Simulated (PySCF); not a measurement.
Consider C4H8ClFSi.

```yaml
atoms:
  - { symbol: C, position_ang: [-1.9449, -0.7578, 0.4573] }
  - { symbol: C, position_ang: [-0.9083, 0.0485, 0.2608] }
  - { symbol: C, position_ang: [-1.0924, 1.4347, -0.2855] }
  - { symbol: Si, position_ang: [0.8595, -0.4880, 0.6518] }
  - { symbol: C, position_ang: [2.0264, -0.4906, -0.8406] }
  - { symbol: F, position_ang: [0.7877, -2.0116, 1.2019] }
  - { symbol: Cl, position_ang: [1.6246, 0.5978, 2.1714] }
  - { symbol: H, position_ang: [-1.8254, -1.7549, 0.8448] }
  - { symbol: H, position_ang: [-2.9556, -0.4492, 0.2374] }
  - { symbol: H, position_ang: [-0.5810, 1.5317, -1.2422] }
  - { symbol: H, position_ang: [-0.6611, 2.1676, 0.3943] }
  - { symbol: H, position_ang: [-2.1463, 1.6623, -0.4271] }
  - { symbol: H, position_ang: [2.9573, -0.9986, -0.6015] }
  - { symbol: H, position_ang: [1.5806, -1.0022, -1.6885] }
  - { symbol: H, position_ang: [2.2745, 0.5183, -1.1562] }
```

Geometry: GFN2-xTB.

Level of theory: PySCF, PBE0/pcSseg-1, SCF density, gas phase, non-relativistic.

> What can the converged electron density and electron localisation function tell about the bonding?

C–C (1.33 Å): ρ is about 2.3 e/Å³ halfway; the ELF peaks at about 0.90 between the atoms; a short, multiple covalent bond.
Si–F (1.62 Å): ρ at the midpoint is about 1 e/Å³; the ELF peaks at about 0.85 in the valence shell of F, 0.6 Å from its nucleus, and is about 0.50 at the midpoint.
C–Si (1.89 Å): ρ is about 0.97 e/Å³ halfway; the ELF peaks at about 0.95 between the atoms; localised, covalent bonding.
C–H (1.08 Å): ρ at the midpoint is about 2.1 e/Å³; the ELF climbs to about 1 towards the hydrogen, as it does in any bond to H (a covalent bond by its length).

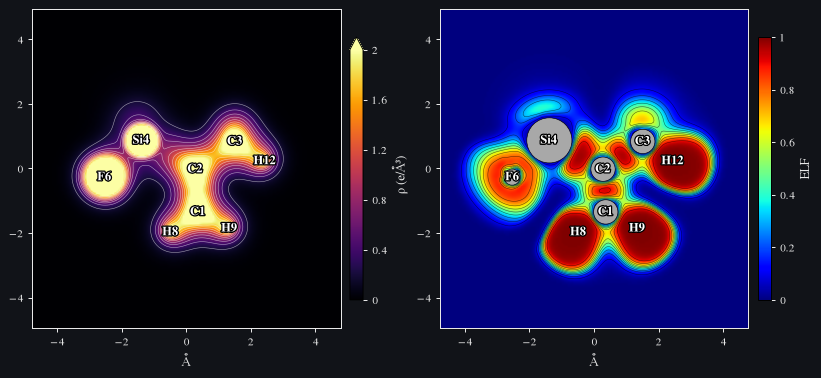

Computed electron density and electron localisation function on the plane of atoms C1, C2 and C3, in this order. Grey discs cover the atomic cores in the ELF map. 
